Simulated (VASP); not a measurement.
Band structure of TiSi (relaxed from the NiAs structure, space group P6_3/mmc). Computed with r2SCAN meta-GGA, VASP's PBE PAW potentials (set 64) (plane waves; VASP).

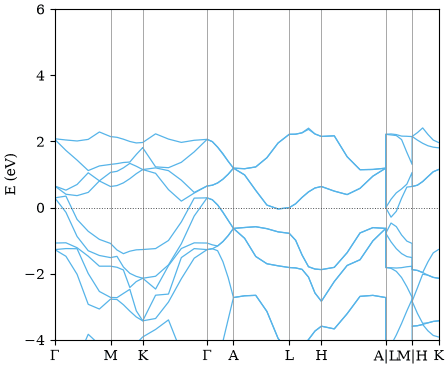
Bands along high-symmetry lines, zero at the valence-band maximum or, without a gap, the Fermi level

Problem. Read the plot: is there a gap, and where are the band edges?

Solution. It has no gap at this level: it comes out as a metal or semimetal.

The structure was generated: TiSi was put into the NiAs type (P6_3/mmc), which need not be its known phase. It was relaxed first, which changed the volume by -18 %.
